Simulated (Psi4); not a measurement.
Run report: C2H2, excited-state calculation (part 1 of 3)

C2H2, computed with EOM-CC2/aug-cc-pVDZ, RHF (Psi4 1.11).

The geometry comes from this level: PBE0-D4/def2-TZVP.

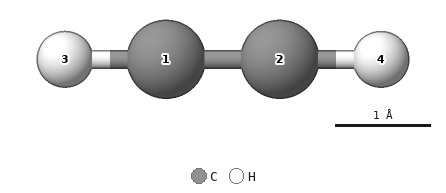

Figure 1. The structure as given in the input (ball-and-stick view, seen on its broad side; atoms are numbered from 1 in the order of the input).

### Key numbers

```tsv
quantity	value
outcome	converged
total energy	−77.099228 hartree
SCF energy	−76.828667 hartree
MP2 energy	−77.096024 hartree
basis functions	64
T1 diagnostic	0.011
HOMO of the SCF reference	−11.22 eV
LUMO of the SCF reference	1.02 eV
lowest excitation	7.42 eV
hardware	1 thread of Intel Xeon (Granite Rapids), 192 GiB of memory available, shared host
wall time	16 s
peak memory	0.36 GiB
```

### Notes

Settings chosen away from the usual ones: diis_max_vecs set to 3.

### Input (c2h2.inp)
```
memory 1600 mb

molecule {
  0 1
  C      0.29385241    -1.02442053     0.37870112
  C     -0.29385241     1.02442053    -0.37870112
  H      0.81673963    -2.84687241     1.05238848
  H     -0.81673963     2.84687241    -1.05238848
  units bohr
  symmetry c1
}

set {
  basis aug-cc-pVDZ
  reference rhf
  scf_type pk
  roots_per_irrep [4]
  diis_max_vecs 3
}

properties('eom-cc2', properties=['oscillator_strength'])
```

Run as:
```bash
psi4 -n 1 c2h2.inp c2h2.out
```

### What the program printed
```
Psi4 1.11 release

   => Loading Basis Set <=

    Name: AUG-CC-PVDZ
    Role: ORBITAL
    Keyword: BASIS

         ---------------------------------------------------------
                                   SCF
                              RHF Reference
                        1 Threads,   1525 MiB Core
         ---------------------------------------------------------

  ==> Geometry <==

    Molecular point group: c1
    Full point group: S2

    Geometry (in Bohr), charge = 0, multiplicity = 1:

       Center              X                  Y                   Z               Mass
    ------------   -----------------  -----------------  -----------------  -----------------
         C            0.000000000000    -1.131017771495    -0.000000000000    12.000000000000
         C           -0.000000000000     1.131017771495     0.000000000000    12.000000000000
         H            0.000116845406    -3.143130229567    -0.000034591074     1.007825032230
         H           -0.000116845406     3.143130229567     0.000034591074     1.007825032230

  Running in c1 symmetry.

  Rotational constants: A = 3315820516.85664  B =      1.18939  C =      1.18939 [cm^-1]
  Rotational constants: A = 99405798303528.18750  B =  35656.97408  C =  35656.97407 [MHz]
  Nuclear repulsion =   24.845404823087964

  Charge       = 0
  Multiplicity = 1
  Electrons    = 14
  Nalpha       = 7
  Nbeta        = 7

  ==> Algorithm <==

  SCF Algorithm Type is PK.
  DIIS enabled.
  MOM disabled.
  Fractional occupation disabled.
  Guess Type is SAD.
  Energy threshold   = 1.00e-10
  Density threshold  = 1.00e-10
  Integral threshold = 1.00e-12

  ==> Primary Basis <==

  Basis Set: AUG-CC-PVDZ
    Blend: AUG-CC-PVDZ
    Number of shells: 28
    Number of basis functions: 64
    Number of Cartesian functions: 68
    Spherical Harmonics?: true
    Max angular momentum: 2

  ==> Integral Setup <==

  Using in-core PK algorithm.
   Calculation information:
      Number of atoms:                   4
      Number of AO shells:              28
      Number of primitives:             64
      Number of atomic orbitals:        68
      Number of basis functions:        64

      Integral cutoff                 1.00e-12
      Number of threads:                 1

  Performing in-core PK
  Using 4328480 doubles for integral storage.
  We computed 82621 shell quartets total.
  Whereas there are 82621 unique shell quartets.

  ==> DiskJK: Disk-Based J/K Matrices <==

    J tasked:                  Yes
    K tasked:                  Yes
    wK tasked:                  No
    Memory [MiB]:             1144
    Schwarz Cutoff:          1E-12

  Minimum eigenvalue in the overlap matrix is 3.4406070426E-05.
  Reciprocal condition number of the overlap matrix is 5.2324438052E-06.
    Using symmetric orthogonalization.

  ==> Pre-Iterations <==

  SCF Guess: Superposition of Atomic Densities via on-the-fly atomic UHF (no occupation information).

   -------------------------
    Irrep   Nso     Nmo
   -------------------------
     A         64      64
   -------------------------
    Total      64      64
   -------------------------

  ==> Iterations <==

                        Total Energy        Delta E     RMS |[F,P]|

   @RHF iter SAD:   -75.88856707944932   -7.58886e+01   0.00000e+00
   @RHF iter   1:   -76.78248867005674   -8.93922e-01   4.28377e-03 ADIIS/DIIS
   @RHF iter   2:   -76.82373789534809   -4.12492e-02   1.42717e-03 ADIIS/DIIS
   @RHF iter   3:   -76.82852712178587   -4.78923e-03   1.78157e-04 ADIIS/DIIS
   @RHF iter   4:   -76.82866569549610   -1.38574e-04   1.72134e-05 DIIS
   @RHF iter   5:   -76.82866706022411   -1.36473e-06   3.94018e-06 DIIS
   @RHF iter   6:   -76.82866713900150   -7.87774e-08   7.33572e-07 DIIS
   @RHF iter   7:   -76.82866714105053   -2.04903e-09   1.73794e-07 DIIS
   @RHF iter   8:   -76.82866714116641   -1.15875e-10   6.37987e-08 DIIS
   @RHF iter   9:   -76.82866714118688   -2.04778e-11   1.04967e-08 DIIS
   @RHF iter  10:   -76.82866714118730   -4.12115e-13   2.61494e-09 DIIS
   @RHF iter  11:   -76.82866714118735   -5.68434e-14   3.99182e-10 DIIS
   @RHF iter  12:   -76.82866714118745   -9.94760e-14   7.96228e-11 DIIS
  Energy and wave function converged.

  ==> Post-Iterations <==

    Orbital Energies [Eh]
    ---------------------

    Doubly Occupied:

       1A    -11.251840     2A    -11.247981     3A     -1.035572
       4A     -0.766285     5A     -0.680042     6A     -0.412349
       7A     -0.412349

    Virtual:

       8A      0.037534     9A      0.039861    10A      0.108569
      11A      0.108569    12A      0.120118    13A      0.120118
      14A      0.130519    15A      0.138873    16A      0.177872
      17A      0.232962    18A      0.232962    19A      0.260111
      20A      0.333933    21A      0.358128    22A      0.390160
      23A      0.390160    24A      0.427966    25A      0.427966
      26A      0.489568    27A      0.489568    28A      0.533877
      29A      0.542397    30A      0.574767    31A      0.597254
      32A      0.597254    33A      0.676616    34A      0.771036
      35A      0.771036    36A      0.833371    37A      0.851371
      38A      0.851371    39A      0.863597    40A      0.863597
      41A      0.990480    42A      1.188181    43A      1.188181
      44A      1.256201    45A      1.400350    46A      1.559583
      47A      1.559583    48A      1.650596    49A      1.653332
      50A      1.653332    51A      1.678443    52A      1.905448
      53A      1.905448    54A      1.940690    55A      1.940690
      56A      2.161997    57A      2.161997    58A      2.493623
      59A      2.576140    60A      2.635226    61A      2.796334
      62A      2.796334    63A      3.889134    64A      4.059575

    Final Occupation by Irrep:
              A
    DOCC [     7 ]
    NA   [     7 ]
    NB   [     7 ]

  @RHF Final Energy:   -76.82866714118745

   => Energetics <=

    Nuclear Repulsion Energy =             24.8454048230879643
    One-Electron Energy =                -151.7353084651696520
    Two-Electron Energy =                  50.0612365008942461
    Total Energy =                        -76.8286671411874522

Computation Completed

Properties will be evaluated at   0.000000,   0.000000,   0.000000 [a0]

Properties computed using the SCF density matrix

 Multipole Moments:

 ------------------------------------------------------------------------------------
     Multipole            Electronic (a.u.)      Nuclear  (a.u.)        Total (a.u.)
 ------------------------------------------------------------------------------------

 L = 1.  Multiply by 2.5417464519 to convert [e a0] to [Debye]
 Dipole X            :          0.0000000            0.0000000            0.0000000
 Dipole Y            :          0.0000000            0.0000000            0.0000000
 Dipole Z            :         -0.0000000            0.0000000           -0.0000000
 Magnitude           :                                                    0.0000000

 ------------------------------------------------------------------------------------

	total time  =          1 seconds =       0.02 minutes
 MINTS: Wrapper to libmints.

   Calculation information:
      Number of threads:                 1
      Number of atoms:                   4
      Number of AO shells:              28
      Number of SO shells:              28
      Number of primitives:             64
      Number of atomic orbitals:        68
      Number of basis functions:        64

      Number of irreps:                  1
      Integral cutoff                 1.00e-12
      Number of functions per irrep: [  64 ]

 OEINTS: Overlap, kinetic, potential, dipole, and quadrupole integrals
         stored in file 35.

      Computing two-electron integrals...done
      Computed 1573434 non-zero two-electron integrals.
        Stored in file 33.

	Wfn Parameters:
	--------------------
	Wavefunction         = EOM_CC2
	Number of irreps     = 1
	Number of MOs        = 64
	Number of active MOs = 64
	AO-Basis             = NONE
	Semicanonical        = false
	Reference            = RHF
	Print Level          = 1

	IRREP	# MOs	# FZDC	# DOCC	# SOCC	# VIRT	# FZVR
	-----	-----	------	------	------	------	------
	 A	   64	    0	    7	    0	    57	    0
	Transforming integrals...
	IWL integrals will be deleted.
	(OO|OO)...
	Presorting SO-basis two-electron integrals.
	Sorting File: SO Ints (nn|nn) nbuckets = 1
	Constructing frozen core operators
	Starting first half-transformation.
	Sorting half-transformed integrals.
	First half integral transformation complete.
	Starting second half-transformation.
	Two-electron integral transformation complete.
	(OO|OV)...
	Starting second half-transformation.
	Two-electron integral transformation complete.
	(OO|VV)...
	Starting second half-transformation.
	Two-electron integral transformation complete.
	(OV|OO)...
	Starting first half-transformation.
	Sorting half-transformed integrals.
	First half integral transformation complete.
	Starting second half-transformation.
	Two-electron integral transformation complete.
	(OV|OV)...
	Starting second half-transformation.
	Two-electron integral transformation complete.
	(OV|VV)...
	Starting second half-transformation.
	Two-electron integral transformation complete.
	(VV|OO)...
	Starting first half-transformation.
	Sorting half-transformed integrals.
	First half integral transformation complete.
	Starting second half-transformation.
	Two-electron integral transformation complete.
	(VV|OV)...
	Starting second half-transformation.
	Two-electron integral transformation complete.
	(VV|VV)...
	Starting second half-transformation.
	Two-electron integral transformation complete.
	Frozen core energy     =      0.00000000000000

	Size of irrep 0 of <ab|cd> integrals:     10.556 (MW) /     84.448 (MB)
	Total:                                    10.556 (MW) /     84.448 (MB)

	Size of irrep 0 of <ia|bc> integrals:      1.296 (MW) /     10.371 (MB)
	Total:                                     1.296 (MW) /     10.371 (MB)

	Size of irrep 0 of tijab amplitudes:       0.159 (MW) /      1.274 (MB)
	Total:                                     0.159 (MW) /      1.274 (MB)

	Nuclear Rep. energy          =     24.84540482308796
	SCF energy                   =    -76.82866714118745
	One-electron energy          =   -151.73530849234081
	Two-electron energy          =     50.06123652806550
	Reference energy             =    -76.82866714118734

	total time  =          2 seconds =       0.03 minutes
            **************************
            *                        *
            *        CCENERGY        *
            *                        *
            **************************

    Nuclear Rep. energy (wfn)     =   24.845404823087964
    SCF energy          (wfn)     =  -76.828667141187452
    Reference energy    (file100) =  -76.828667141187339

    Input parameters:
    -----------------
    Wave function   =     EOM_CC2
    Reference wfn   =     RHF
    Brueckner       =     No
    Memory (Mbytes) =     1600.0
    Maxiter         =     50
    R_Convergence   =     1.0e-07
    E_Convergence   =     1.0e-08
    Restart         =     Yes
    DIIS            =     Yes
    AO Basis        =     NONE
    ABCD            =     NEW
    Cache Level     =     2
    Cache Type      =     LOW
    Print Level     =     1
    Num. of threads =     1
    # Amps to Print =     10
    Print MP2 Amps? =     No
    Analyze T2 Amps =     No
    Print Pair Ener =     No
    Local CC        =     No
    SCS-MP2         =     False
    SCSN-MP2        =     False
    SCS-CCSD        =     False

MP2 correlation energy -0.2673564925018080
                Solving CC Amplitude Equations
                ------------------------------
  Iter             Energy              RMS        T1Diag      D1Diag    New D1Diag    D2Diag
  ----     ---------------------    ---------   ----------  ----------  ----------   --------
     0        -0.267356492501808    0.000e+00    0.000000    0.000000    0.000000    0.160300
     1        -0.267272744281246    2.962e-02    0.007916    0.019767    0.019767    0.160300
     2        -0.270100874468560    8.975e-03    0.009390    0.023149    0.023149    0.163206
     3        -0.270585900654357    3.224e-03    0.010414    0.025572    0.025572    0.163734
     4        -0.270561650570799    5.732e-04    0.010491    0.025704    0.025704    0.163707
     5        -0.270559767029111    1.892e-04    0.010512    0.025739    0.025739    0.163705
     6        -0.270561210535383    2.630e-05    0.010513    0.025740    0.025740    0.163705
     7        -0.270561166030611    5.463e-06    0.010513    0.025740    0.025740    0.163705
     8        -0.270561144563339    1.059e-06    0.010513    0.025740    0.025740    0.163705
     9        -0.270561148815122    2.336e-07    0.010513    0.025740    0.025740    0.163705
    10        -0.270561146810258    4.332e-08    0.010513    0.025740    0.025740    0.163705

    Iterations converged.

    Largest TIA Amplitudes:
              6  29         0.0200798691
              5  30        -0.0200798656
              6   5         0.0085856522
              5   4         0.0085856516
              6  41         0.0085441421
              5  42         0.0085440970
              6  49         0.0070958194
              5  48         0.0070958194
              6  26         0.0057350116
              5  27        -0.0057350087

    Largest TIjAb Amplitudes:
      6   6  10  10        -0.0572252552
      5   5   9   9        -0.0572252551
      5   6   9  10        -0.0456495072
      6   5  10   9        -0.0456495072
      5   5   2   9        -0.0323493489
      5   5   9   2        -0.0323493489
      6   6   3  10        -0.0323493487
      6   6  10   3        -0.0323493487
      5   6   2  10        -0.0260121877
      6   5  10   2        -0.0260121877

    SCF energy       (wfn)                    =  -76.828667141187452
    Reference energy (file100)                =  -76.828667141187339

    Opposite-spin MP2 correlation energy      =   -0.202618039319821
    Same-spin MP2 correlation energy          =   -0.064738453181987
    Singles MP2 correlation energy            =   -0.000000000000000
    MP2 correlation energy                    =   -0.267356492501808
      * MP2 total energy                      =  -77.096023633689143
    CC2 correlation energy                    =   -0.270561146810258
      * CC2 total energy                      =  -77.099228287997590

			**************************
			*                        *
			*         CCHBAR         *
			*                        *
			**************************

	**********************************************************
	*  CCEOM: An Equation of Motion Coupled Cluster Program  *
	**********************************************************

	Nuclear Rep. energy (wfn)     =   24.845404823087964
	SCF energy          (wfn)     =  -76.828667141187452
	Reference energy    (file100) =  -76.828667141187339
	CC2 energy          (file100) =   -0.270561146810258

	Input parameters:
	-----------------
	Reference wfn   =     RHF
	Reference EOM wfn=     RHF
	Memory (Mbytes) =  1600.0
	ABCD            =     NEW
	Cache Level     =    2
	Cache Type      =     LRU
	Num. of threads =     1
	Local CC        =     No

	CCEOM parameters:
	-----------------
	States sought per irrep     = A 4,
	Max. number of iterations   =    80
	Vectors stored per root     =    12
	Print HbarSS iterations?    =     0
	Excitation range for HBarSS =     2
	Eigenvalue tolerance        = 1.0e-05
	Eigenvalue toleranceSS      = 1.0e-06
	Residual vector tolerance   = 1.0e-04
	Residual vector toleranceSS = 1.0e-06
	Complex tolerance           = 1.0e-12
	Root for properties         =     4
	Sym of state for properties =      A
	Guess vectors taken from    = SINGLES
	Restart EOM CC3             = NO
	Collapse with last vector   = YES

Fae   dot Fae   total  123.8359002495
Fmi   dot Fmi   total  255.4122156286
Fme   dot Fme   total    0.0000720068
WMBIJ dot WMBIJ total    0.0000000000
Wmbij dot Wmbij total    0.0000000000
WMbIj dot WMbIj total    0.0000000000
WmBiJ dot WmBiJ total    0.0000000000
Symmetry of ground state: A
Symmetry of excited state: A
Symmetry of right eigenvector: A
Seeking states with multiplicity of 1
Obtaining initial guess from singles-singles block of Hbar...Done.
```
